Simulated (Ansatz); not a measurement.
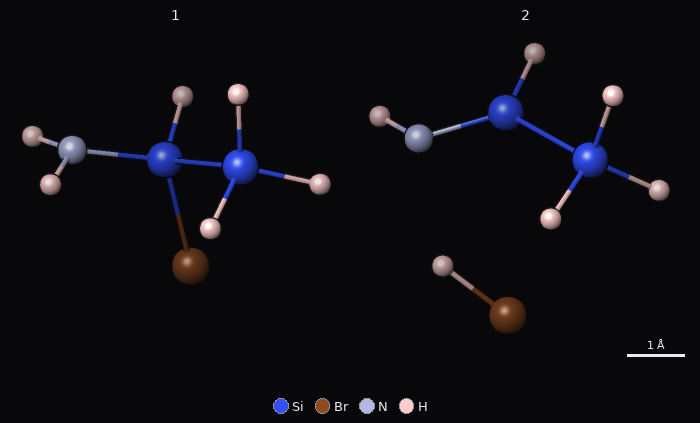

Two geometries of Si₂NH₆Br, drawn at one scale. One is the start of a relaxation, the other its converged end. A ball-and-stick model, seen from a free direction.

Computed with RKS PBE0-D4/def2-SVP in Ansatz. Settings: no spin polarisation; force threshold 0.03 eV/Å; at most 50 steps.

### Which geometry has the lower energy?

Structure 1 is the relaxed one. The run prepares an end point of a later path (reaction) calculation, from a guessed geometry. After 27 geometry steps the energy has fallen by 308.5 kJ/mol. The largest force component goes from 0.89 to 0.019 eV/Å. An H atom moves most after the best rigid fit: 1.91 Å. By element the largest moves are H 1.91 Å, Br 1.48 Å, Si 0.89 Å, N 0.24 Å. Among the contacts that change: Br–H 1.482 → 3.713 Å, Br–Si 3.617 → 2.265 Å, H–N 2.310 → 1.014 Å, N–Si 1.615 → 1.720 Å. New bonds form, among them: Br–Si (3.62 → 2.26 Å), H–N (2.31 → 1.01 Å). Bonds break, among them: Br–H (1.48 → 3.71 Å). Bond angles that change, for instance: N–Si–H 124.1° → 107.4°, N–Si–Si 118.0° → 109.0°, Si–Si–H 107.5° → 110.9°.

Limits of the set-up: the start holds two separate molecules, 2.3 Å apart at their closest, whose relative position is a soft coordinate.
